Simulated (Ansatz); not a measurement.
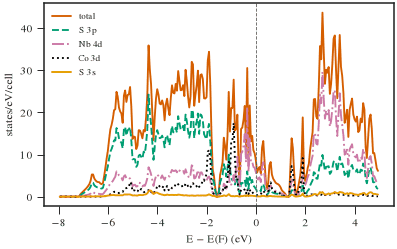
Figure. Total and projected density of states of Nb4CoS8 in space group P6_3/mmc (No. 194; Pearson symbol hP26), plane-wave PAW r²SCAN (Ansatz code)

### Question
Which orbitals carry the states next to the Fermi level?

### Answer
Within 0.5 eV of the Fermi level: Nb 4d 65 %, S 3p 22 %, Co 3d 8 %. Projections are on Löwdin-orthogonalised atomic valence shells; empty p or d shells of many metals are not among them.

### Question
Where is the tallest occupied peak in this window, and what makes it?

### Answer
Near -4.3 eV, about 36 states/eV per cell; the largest projected share is S 3p.

The workflow started from a Materials Project entry (that database holds measured and hypothetical structures alike); the Crystallography Open Database copy checked does not list it. Its standing as an ambient phase is unchecked. The cell was relaxed with r²SCAN under the symmetry of its start, as lowered by the spin order; its stability against distortions is not shown here. The final state is antiferromagnetic, chosen from 2 collinear starts compared on coarse meshes (ties went to the first, and starts can fall back to one state), not a proven ground state. Other orbital occupations within this spin state were not tried. No Hubbard U is applied. The compound may be a true metal, but semilocal functionals without U, or a wrong spin order, can also close a gap. Scalar-relativistic: spin–orbit coupling is off unless named, which matters more the heavier the elements.

Potentials: the later of the program's two PAW sets.
